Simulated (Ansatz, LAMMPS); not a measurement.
# Elastic response of glassy 63ZnO-37GeO2 (mol %) (102 atoms), part 2 of 4

Aim: relax glassy 63ZnO-37GeO2 (mol %) (102 atoms), then change its volume and shape to read moduli from the stress.

Ansatz 0.2.0; Kohn-Sham DFT, LDA, PAW (set soft_2), plane waves.

The cell: 27 Zn, 16 Ge and 59 O. The quench rate of 50 K/ps is orders of magnitude faster than experiment. The network of bonds at the start is that of the classical potential that made the cell. The Brillouin zone is sampled at Γ only.

So far. Step 2 (Single point at the start): The r.m.s. force at the start is 0.75 eV/Å.

### 3. Cell and atoms relaxed

Cell and atoms are freed together, to release stress as well as forces.

input.yaml

```yaml
crystal:
  lattice:
    - [11.17787, 0.0, 0.0]
    - [0.0, 11.17787, 0.0]
    - [0.0, 0.0, 11.17787]
  atoms:
    [... the 102 atom lines of step 2 ...]
kpoints:
  mp_grid: { grid: [1, 1, 1] }
hamiltonian:
  xc: lda
scf:
  occupations: { method: gaussian, width: 0.05 }
output:
  forces: true
relax:
  f_tol: 0.05
  max_steps: 150
  cell: {}
```

Launch:

```sh
> ansatz run input.yaml --threads 4 --pin off --max-ram 8192MiB --backend cpu --events-out ev --progress --plain --runs-dir out
```

Numbers of over 12 decimals in the logs are rounded to 6 here.

Output:

```text
[...]
Crystal: 102 atoms, lattice volume = 1396.616 Å³
Basis set: ecut = 420 eV, 27201 PW (Γ)
Bands: 553, of which v1, the nominal top of the filled ones, is band 451 counted from 1 (450 counted from 0)
Symmetry: 1 space group operations
[...]
k-points: 1
[...]
SCF iter   1: F=—  HF=-187852.393019 eV  |F-HF|=—  |Δ(HF+E_count)|=         —  Δρ=1.63e-2  dr2=3.31e0  ethr=1.77e-3  ⟨swp⟩=6.0  Hψ=2083  notcnv=0  defer=57
[...]
SCF iter  10: F=—  HF=-187851.454277 eV  |F-HF|=—  |Δ(HF+E_count)|=   3.93e-7  Δρ=7.83e-6  dr2=7.87e-7  ethr=1.41e-10  ⟨swp⟩=2.0  Hψ=908  notcnv=0  defer=96
SCF iter  11: F=-187851.454277 eV  HF=-187851.454277 eV  |F-HF|=1.05e-8  |Δ(HF+E_count)|=   1.29e-7  Δρ=1.44e-6  dr2=4.41e-8  ethr=1.11e-11  ⟨swp⟩=2.0  Hψ=1816  notcnv=0
SCF 1 converged in 11 iterations: F = -187851.454277 eV  dr2 = 4.41e-8
[...]
relax step   1: F+E_penalty+E_count = -187851.45427703 eV  Δ(F+E_penalty+E_count) = +0.000e0 eV  max|allowed force component| = 2.118e0 eV/Å  Δτ_max = 0.0000 Å  P = -3.236 GPa  Ω = 1396.616 Å³  (11 SCF iters, dr2 threshold 1.00e-7 eV, accepted)
[... from here on, the SCF cycles and remarks between the steps are left out ...]
relax step   2: F+E_penalty+E_count = -187855.78348071 eV  Δ(F+E_penalty+E_count) = -4.329e0 eV  max|allowed force component| = 1.261e0 eV/Å  Δτ_max = 0.1137 Å  P = -1.140 GPa  Ω = 1349.315 Å³  energy of the carried Pulay correction = +2.420e-1 eV  (8 SCF iters, dr2 threshold 1.02e-5 eV, accepted)
relax step   3: F+E_penalty+E_count = -187858.03647857 eV  Δ(F+E_penalty+E_count) = -2.253e0 eV  max|allowed force component| = 5.244e-1 eV/Å  Δτ_max = 0.1567 Å  P = +0.681 GPa  Ω = 1303.768 Å³  energy of the carried Pulay correction = +4.831e-1 eV  (8 SCF iters, dr2 threshold 1.02e-5 eV, accepted)
relax step   4: F+E_penalty+E_count = -187858.64868699 eV  Δ(F+E_penalty+E_count) = -6.122e-1 eV  max|allowed force component| = 4.668e-1 eV/Å  Δτ_max = 0.2000 Å  P = +0.253 GPa  Ω = 1299.310 Å³  energy of the carried Pulay correction = +5.071e-1 eV  (8 SCF iters, dr2 threshold 1.02e-5 eV, accepted)
relax step   5: F+E_penalty+E_count = -187858.86671056 eV  Δ(F+E_penalty+E_count) = -2.180e-1 eV  max|allowed force component| = 5.268e-1 eV/Å  Δτ_max = 0.1932 Å  P = -0.356 GPa  Ω = 1297.629 Å³  energy of the carried Pulay correction = +5.162e-1 eV  (8 SCF iters, dr2 threshold 1.02e-5 eV, accepted)
relax step   6: F+E_penalty+E_count = -187859.17595950 eV  Δ(F+E_penalty+E_count) = -3.092e-1 eV  max|allowed force component| = 3.465e-1 eV/Å  Δτ_max = 0.2000 Å  P = +0.067 GPa  Ω = 1293.912 Å³  energy of the carried Pulay correction = +5.363e-1 eV  (8 SCF iters, dr2 threshold 1.02e-5 eV, accepted)
relax step   7: F+E_penalty+E_count = -187859.36273129 eV  Δ(F+E_penalty+E_count) = -1.868e-1 eV  max|allowed force component| = 1.563e-1 eV/Å  Δτ_max = 0.2000 Å  P = -0.004 GPa  Ω = 1287.454 Å³  energy of the carried Pulay correction = +5.714e-1 eV  (8 SCF iters, dr2 threshold 7.50e-6 eV, accepted)
relax step   8: F+E_penalty+E_count = -187859.52564772 eV  Δ(F+E_penalty+E_count) = -1.629e-1 eV  max|allowed force component| = 1.430e-1 eV/Å  Δτ_max = 0.2000 Å  P = -0.040 GPa  Ω = 1279.067 Å³  energy of the carried Pulay correction = +6.172e-1 eV  (9 SCF iters, dr2 threshold 1.53e-6 eV, accepted)
relax step   9: F+E_penalty+E_count = -187859.61833923 eV  Δ(F+E_penalty+E_count) = -9.269e-2 eV  max|allowed force component| = 4.206e-1 eV/Å  Δτ_max = 0.1183 Å  P = -0.100 GPa  Ω = 1273.615 Å³  energy of the carried Pulay correction = +6.472e-1 eV  (8 SCF iters, dr2 threshold 1.28e-6 eV, accepted)
relax step  10: F+E_penalty+E_count = -187859.81384899 eV  Δ(F+E_penalty+E_count) = -1.955e-1 eV  max|allowed force component| = 3.219e-1 eV/Å  Δτ_max = 0.1922 Å  P = +0.211 GPa  Ω = 1266.465 Å³  energy of the carried Pulay correction = +6.867e-1 eV  (7 SCF iters, dr2 threshold 1.02e-5 eV, accepted)
relax step  11: F+E_penalty+E_count = -187859.93821856 eV  Δ(F+E_penalty+E_count) = -1.244e-1 eV  max|allowed force component| = 1.981e-1 eV/Å  Δτ_max = 0.2000 Å  P = -0.083 GPa  Ω = 1271.273 Å³  energy of the carried Pulay correction = +6.601e-1 eV  (8 SCF iters, dr2 threshold 6.47e-6 eV, accepted)
relax step  12: F+E_penalty+E_count = -187859.97399439 eV  Δ(F+E_penalty+E_count) = -3.578e-2 eV  max|allowed force component| = 1.122e-1 eV/Å  Δτ_max = 0.2000 Å  P = +0.045 GPa  Ω = 1268.371 Å³  energy of the carried Pulay correction = +6.761e-1 eV  (9 SCF iters, dr2 threshold 2.45e-6 eV, accepted)
relax step  13: F+E_penalty+E_count = -187859.93937619 eV  Δ(F+E_penalty+E_count) = +3.462e-2 eV  max|allowed force component| = 2.493e-1 eV/Å  Δτ_max = 0.2000 Å  P = +0.104 GPa  Ω = 1264.251 Å³  energy of the carried Pulay correction = +6.989e-1 eV  (9 SCF iters, dr2 threshold 7.87e-7 eV, rejected (line search))
relax step  14: F+E_penalty+E_count = -187859.87624314 eV  Δ(F+E_penalty+E_count) = +9.775e-2 eV  max|allowed force component| = 4.927e-1 eV/Å  Δτ_max = 0.0976 Å  P = +0.024 GPa  Ω = 1274.000 Å³  energy of the carried Pulay correction = +6.451e-1 eV  (14 SCF iters, rejected (line search))
relax step  15: F+E_penalty+E_count = -187859.98292856 eV  Δ(F+E_penalty+E_count) = -8.934e-3 eV  max|allowed force component| = 1.883e-2 eV/Å  Δτ_max = 0.0488 Å  P = +0.006 GPa  Ω = 1269.860 Å³  energy of the carried Pulay correction = +6.679e-1 eV  (13 SCF iters, accepted)
relax step  16: F+E_penalty+E_count = -187859.61784291 eV  Δ(F+E_penalty+E_count) = +3.651e-1 eV  max|allowed force component| = 2.031e-2 eV/Å  Δτ_max = 0.0000 Å  P = -0.489 GPa  Ω = 1269.860 Å³  stress off target by 6.55e-1 GPa  SCF on the basis re-selected at this cell (its energy is not comparable with the rows above)  (9 SCF iters)
relax step  17: F+E_penalty+E_count = -187859.67086895 eV  Δ(F+E_penalty+E_count) = -5.303e-2 eV  max|allowed force component| = 3.821e-2 eV/Å  Δτ_max = 0.0540 Å  P = -0.023 GPa  Ω = 1262.376 Å³  energy of the carried Pulay correction = +3.972e-2 eV  (8 SCF iters, dr2 threshold 1.07e-6 eV, accepted)
relax step  18: F+E_penalty+E_count = -187859.67211610 eV  Δ(F+E_penalty+E_count) = -1.247e-3 eV  max|allowed force component| = 3.485e-2 eV/Å  Δτ_max = 0.0273 Å  P = -0.036 GPa  Ω = 1262.580 Å³  energy of the carried Pulay correction = +3.854e-2 eV  (9 SCF iters, dr2 threshold 1.54e-8 eV, accepted)
relax step  19: F+E_penalty+E_count = -187859.67649179 eV  Δ(F+E_penalty+E_count) = -4.376e-3 eV  max|allowed force component| = 2.497e-2 eV/Å  Δτ_max = 0.0302 Å  P = +0.000 GPa  Ω = 1261.900 Å³  energy of the carried Pulay correction = +4.216e-2 eV  (10 SCF iters, dr2 threshold 7.54e-9 eV, accepted)
relax step  20: F+E_penalty+E_count = -187859.64295876 eV  Δ(F+E_penalty+E_count) = +3.353e-2 eV  max|allowed force component| = 2.461e-2 eV/Å  Δτ_max = 0.0000 Å  P = -0.030 GPa  Ω = 1261.900 Å³  stress off target by 6.68e-2 GPa  SCF on the basis re-selected at this cell (its energy is not comparable with the rows above)  (5 SCF iters)
relax step  21: F+E_penalty+E_count = -187859.64634312 eV  Δ(F+E_penalty+E_count) = -3.384e-3 eV  max|allowed force component| = 9.529e-3 eV/Å  Δτ_max = 0.0134 Å  P = +0.000 GPa  Ω = 1261.365 Å³  energy of the carried Pulay correction = +2.830e-3 eV  (9 SCF iters, dr2 threshold 1.12e-8 eV, accepted)
relax step  22: F+E_penalty+E_count = -187859.64567323 eV  Δ(F+E_penalty+E_count) = +6.699e-4 eV  max|allowed force component| = 9.580e-3 eV/Å  Δτ_max = 0.0000 Å  P = -0.001 GPa  Ω = 1261.365 Å³  stress off target by 5.84e-3 GPa  SCF on the basis re-selected at this cell (its energy is not comparable with the rows above)  (5 SCF iters)
[...]
SCF converged after 5 iterations
Free energy (F): -187859.645673 eV
[...]
Internal energy: -187859.645673 eV  (E = F + TS)
E sigma→0 (E₀):  -187859.645673 eV
Fermi energy:    6.971258 eV
[...]
Σ components = -187859.645673   (vs F -187859.645673, Δ=0.00e0)
--- Forces (eV/Å), atoms counted from 1 ---
  atom   1  Zn     0.00420044    -0.00031482     0.00035279
  atom   2  Zn    -0.00155212     0.00019650    -0.00320274
  atom   3  Zn     0.00029177    -0.00220781    -0.00313630
  atom   4  Zn    -0.00190720    -0.00287983    -0.00087043
[...]
atom 102  O      0.00207553    -0.00337512     0.00056848
  max |Σ_I F_I| component: 1.48e-4 eV/Å
--- Stress (GPa, compression-positive) ---
        0.004801      -0.000239       0.001589
       -0.000239      -0.003592       0.001640
        0.001589       0.001640      -0.004350
  P = ⅓ Tr σ = -0.0010 GPa (-0.010 kbar)
--- Relaxed structure (19 steps of the walk, 17 accepted, 3 SCFs on fresh bases) ---
  F+E_penalty+E_count = -187859.64567323 eV   max|allowed force component| = 9.580e-3 eV/Å   (the final SCF, on the basis selected at the relaxed cell)
  cell:  # Å, volume = 1261.3651 Å³
    - [10.423223, -0.177585, 0.084105]
    - [-0.177585, 10.907527, 0.119662]
    - [0.084105, 0.119662, 11.099723]
  atoms:
    - { symbol: Zn, position: [0.407832, 0.316969, 0.260901] }
    - { symbol: Zn, position: [0.534048, 0.786881, 0.321535] }
    - { symbol: Zn, position: [0.732552, 0.489871, 0.055966] }
    - { symbol: Zn, position: [0.826490, 0.082156, 0.469460] }
[...]
- { symbol: O, position: [0.742710, 0.667090, 0.655949] }
```

The job ended after 2.7 min (4 threads of AMD EPYC 9R45, shared host; peak memory 2.4 GiB; 10 min of CPU time).

The relaxation converged after 19 steps, with a largest force component of 0.0096 eV/Å.

### 4. Single point at the relaxed geometry

The electronic structure is read at the final geometry, in a run of its own.

input.yaml

```yaml
crystal:
  lattice:
    - [10.42322, -0.17759, 0.08411]
    - [-0.17759, 10.90753, 0.11966]
    - [0.08411, 0.11966, 11.09972]
  atoms:
    - { symbol: Zn, position: [0.40783, 0.31697, 0.2609] }
    - { symbol: Zn, position: [0.53405, 0.78688, 0.32153] }
    - { symbol: Zn, position: [0.73255, 0.48987, 0.05597] }
    - { symbol: Zn, position: [0.82649, 0.08216, 0.46946] }
    - { symbol: Zn, position: [0.38706, 0.18061, 0.49799] }
    - { symbol: Zn, position: [0.48355, 0.31387, 0.99847] }
    [... 90 atom lines left out ...]
    - { symbol: O, position: [0.86829, 0.08789, 0.87504] }
    - { symbol: O, position: [0.43439, 0.49306, 0.27622] }
    - { symbol: O, position: [0.4435, 0.08513, 0.62354] }
    - { symbol: O, position: [0.94933, 0.78985, 0.5363] }
    - { symbol: O, position: [0.2266, 0.72003, 0.62144] }
    - { symbol: O, position: [0.74271, 0.66709, 0.65595] }
kpoints:
  mp_grid: { grid: [1, 1, 1] }
hamiltonian:
  xc: lda
scf:
  occupations: { method: gaussian, width: 0.05 }
output:
  forces: true
  stress: true
  populations: intrinsic
  dos:
    method: { smearing: { sigma: 0.1 } }
    de: 0.1
    projected: { site_lists: { Ge: [Ge], O: [O], Zn: [Zn] } }
  eigenvalues: true
  write_density: true
  write_potential: true
  volumetric_format: npy
  elf: true
```

Output:

```text
[...]
Crystal: 102 atoms, lattice volume = 1261.365 Å³
Basis set: ecut = 420 eV, 24707 PW (Γ)
Bands: 553, of which v1, the nominal top of the filled ones, is band 451 counted from 1 (450 counted from 0)
Symmetry: 1 space group operations
[...]
k-points: 1
[...]
SCF iter   1: F=—  HF=-187860.552946 eV  |F-HF|=—  |Δ(HF+E_count)|=         —  Δρ=1.67e-2  dr2=3.11e0  ethr=1.77e-3  ⟨swp⟩=6.0  Hψ=2060  notcnv=0  defer=58
[...]
SCF iter  11: F=-187859.645673 eV  HF=-187859.645673 eV  |F-HF|=1.46e-10  |Δ(HF+E_count)|=   4.16e-8  Δρ=1.46e-6  dr2=3.74e-8  ethr=1.11e-11  ⟨swp⟩=15.0  Hψ=4429  notcnv=0
SCF 1 converged in 11 iterations: F = -187859.645673 eV  dr2 = 3.74e-8
[...]
SCF converged after 11 iterations
Free energy (F): -187859.645673 eV
[...]
Internal energy: -187859.645673 eV  (E = F + TS)
E sigma→0 (E₀):  -187859.645673 eV
Fermi energy:    6.971288 eV
[...]
--- Forces (eV/Å), atoms counted from 1 ---
  atom   1  Zn     0.00414127     0.00004015     0.00100834
  atom   2  Zn    -0.00111386     0.00000023    -0.00134719
  atom   3  Zn     0.00038070    -0.00209298    -0.00375535
  atom   4  Zn    -0.00173482    -0.00297273    -0.00098171
  atom   5  Zn     0.00158597     0.00221219     0.00050653
  atom   6  Zn     0.00210064     0.00073730    -0.00045962
  atom   7  Zn     0.00284011     0.00257259     0.00225668
  atom   8  Zn    -0.00061344    -0.00097453     0.00177190
  atom   9  Zn     0.00263266     0.00005222     0.00198946
  atom  10  Zn     0.00165030     0.00188755     0.00351071
  atom  11  Zn    -0.00103417    -0.00062920    -0.00086379
  atom  12  Zn     0.00077107     0.00161826     0.00429373
  atom  13  Zn     0.00182049     0.00060394     0.00054934
  atom  14  Zn    -0.00113397    -0.00349956     0.00260064
[...]
atom 101  O      0.00607138    -0.00168587     0.00478488
  atom 102  O      0.00190029    -0.00328972     0.00093225
  max |Σ_I F_I| component: 1.60e-4 eV/Å
--- Stress (GPa, compression-positive) ---
        0.005079       0.000120       0.001790
        0.000120      -0.003328       0.001840
        0.001790       0.001840      -0.004295
  P = ⅓ Tr σ = -0.0008 GPa (-0.008 kbar)
--- Band table (eV) ---
[...]
--- intrinsic populations: 102 sites ---
  site symbol       q [e]
     0     Zn     10.5954
     1     Zn     10.5479
     2     Zn     10.5307
[...]
101      O      7.3724
  spilling = 0.000000 (of n_electrons = 902.000000)
```

The job ended after 11 s (4 threads; peak memory 2.2 GiB).

Read from the output:

```
free energy                                      : -187859.6457 eV
free energy per atom                             : -1841.7612 eV/atom
SCF cycles                                       : 11
pressure                                         : -0.000848 GPa
r.m.s. force component                           : 0.00256 eV/Å
longest force                                    : 0.01181 eV/Å
Fermi energy                                     : 6.971 eV
gap (highest filled to lowest empty level) : 1.078 eV
```

Intrinsic-atomic-orbital charges by element and coordination:

```
element  coordination  atoms  mean charge (e)  spread  least    most
     Ge           all     16             1.43   0.042   1.35    1.51
     Ge             4     14             1.43    0.04   1.37    1.51
     Ge             5      2             1.39  0.0304   1.35    1.42
      O           all     59            -1.05   0.179  -1.42  -0.772
      O             2      9           -0.853  0.0888  -1.01  -0.772
      O             3     36            -1.02   0.127  -1.40  -0.825
      O             4     14            -1.25   0.148  -1.42   -1.03
     Zn           all     27             1.44  0.0226   1.40    1.49
     Zn             4     19             1.44  0.0248   1.40    1.49
     Zn             5      8             1.45  0.0139   1.43    1.47
```

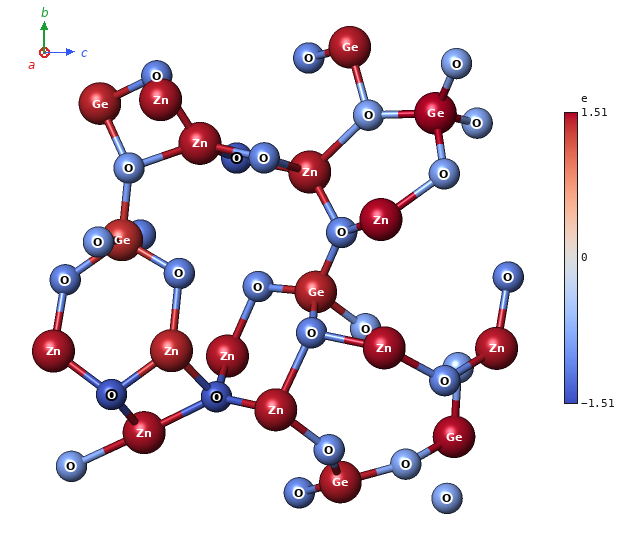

Atoms coloured by intrinsic-atomic-orbital charge. Drawn is a slice 4 Å thick, seen along the normal of the bc plane. Bonds to atoms that aren't drawn are left out.

States in the cell by windows of 1 eV, zero at the Fermi level; the larger projections on atomic orbitals stand beside the total:

```
from (eV)  to (eV)  total   O p   Zn d   O s
      -18      -17   33.7   0.2    0.8  28.5
      -17      -16    4.4   0.0    0.2   3.9
      -16      -12    0.0   0.0    0.0   0.0
      -12      -11    0.2   0.1    0.0   0.0
      -11      -10    8.0   4.5    0.2   0.6
      -10       -9   10.7   6.0    0.6   0.9
       -9       -8   12.7   7.2    1.3   1.0
       -8       -7   44.9  22.8   15.3   0.5
       -7       -6  116.4  39.2   69.7   0.7
       -6       -5  141.4  27.5  107.7   1.1
       -5       -4   76.1  32.6   35.8   2.0
       -4       -3   72.0  50.7   15.0   1.6
       -3       -2   78.7  63.4   11.4   0.8
       -2       -1   52.3  41.9    8.3   0.4
       -1        0   10.4   8.1    1.9   0.1
        0        1    2.0   0.1    0.0   0.6
        1        2    0.0   0.0    0.0   0.0
        2        3   11.0   2.8    0.1   1.7
        3        4   15.3   3.7    0.1   1.8
        4        5   24.7   5.1    0.1   2.2
```

Between -26 and -18 eV lie 238 more states.

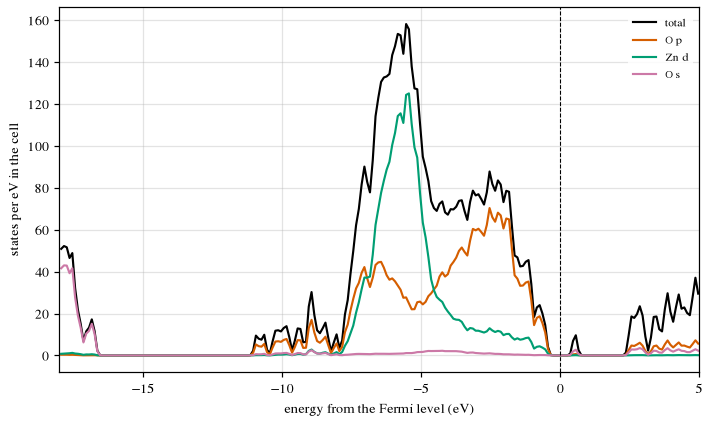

Total and projected density of states, with the broadening of the input.

The levels nearest the highest filled one (over half full), pooled over k-points and spins:

```
level less the highest filled one (eV)  occupation
                                -0.508           2
                                -0.357           2
                                -0.256           2
                                -0.206           2
                               -0.0979           2
                                     0           2
                                  1.08           0
                                  3.07           0
                                  3.15           0
                                  3.28           0
                                  3.38           0
                                  3.44           0
```

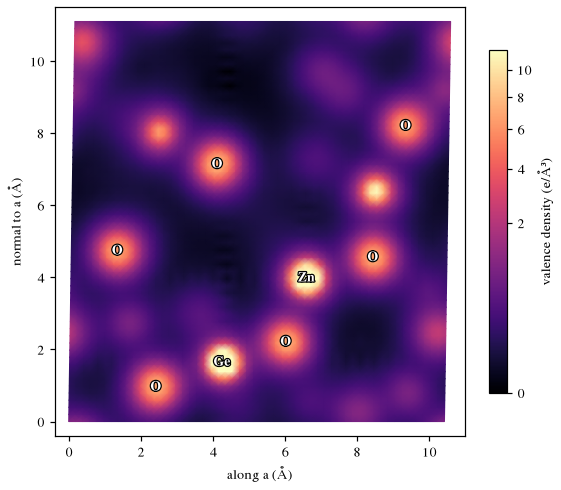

Valence density in the ac plane at fractional y = 0.579, with atoms of Zn and Ge and O within 0.2 Å of it. It is the smooth field of the valence electrons, not physical close to the nuclei. The map starts off the cell's origin, so that atoms lie inside it. The colour scale is stretched toward low values.

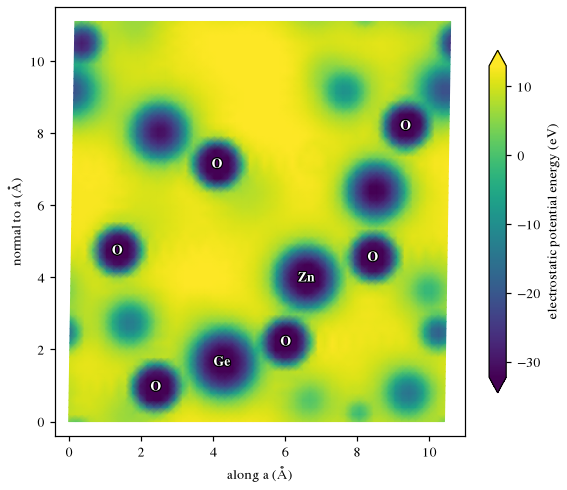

Electrostatic potential energy in the ac plane at fractional y = 0.579, with atoms of Zn and Ge and O within 0.2 Å of it. With pseudopotentials it is smooth inside the atoms' cores, unlike the true potential. The map starts off the cell's origin, so that atoms lie inside it.

The highest filled and lowest empty levels differ by 1.08 eV (at Γ alone); a local or semilocal functional tends to put such gaps too low. In a disordered cell it changes from sample to sample, and tail or defect levels can set it. Mean intrinsic-atomic-orbital charges: Ge +1.43, O -1.05, Zn +1.44 e.

(Continued in part 3 of 4.)

[Logs are printed without paths, hosts, clocks, repeated set-up lines and the standing remarks that a program may print on its own settings, such as how far it seeks lower states.]

[Hosts, paths, dates, database ids (printed as entryN), source tags and the programs' standing remarks are cut or masked in the printed files.]
